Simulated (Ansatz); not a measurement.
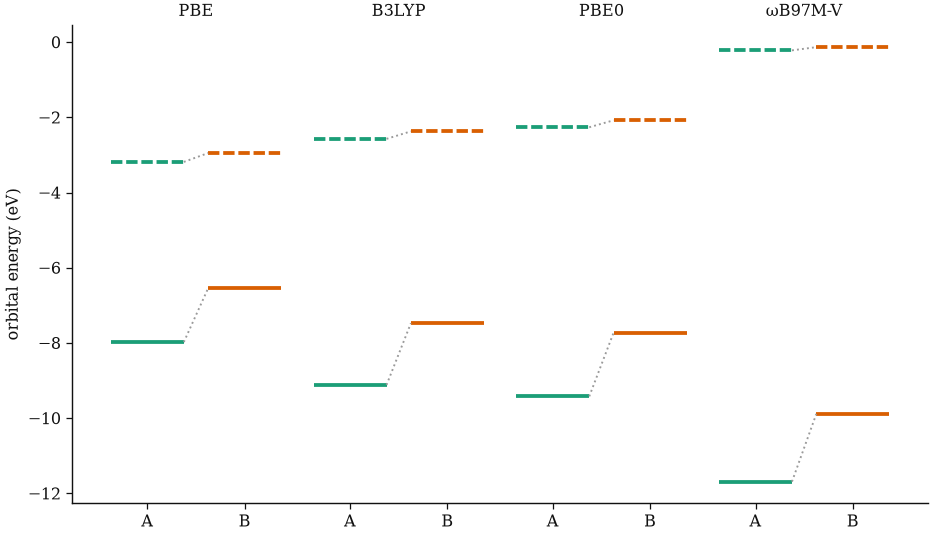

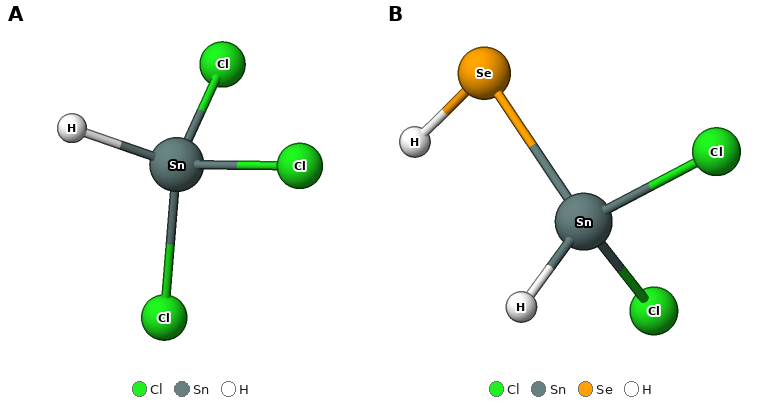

One change: A, SnHCl₃ (SMILES [Cl][SnH]([Cl])[Cl]), becomes B, SnH₂SeCl₂ (SMILES [Cl][SnH]([Cl])[SeH]). Cl on Sn is replaced by SeH. HOMO (solid) and LUMO (dashed) computed in def2-TZVPP at PBE0-D4/def2-TZVP geometries, both minima by their frequencies, gas phase, the Ansatz code 0.2.0.

What does the change do to HOMO and LUMO?

Answer. PBE: the HOMO rises by 1.43 eV, the LUMO rises by 0.24 eV, and the separation goes from 4.79 to 3.59 eV. B3LYP: the HOMO rises by 1.64 eV, the LUMO rises by 0.20 eV, and the separation goes from 6.54 to 5.10 eV. PBE0: the HOMO rises by 1.69 eV, the LUMO rises by 0.19 eV, and the separation goes from 7.16 to 5.65 eV. ωB97M-V: the HOMO rises by 1.80 eV, the LUMO rises by 0.09 eV, and the separation goes from 11.47 to 9.76 eV.

Do the functionals agree on the effect?

Answer. They agree on the direction for both levels; the HOMO shift lies between 1.43 and 1.80 eV and the LUMO shift between 0.09 and 0.24 eV, while the separations themselves differ by up to 6.7 eV between functionals.

Known limits of this run: core potentials past krypton; spin-orbit coupling is left out, and with Sn it can shift these values.
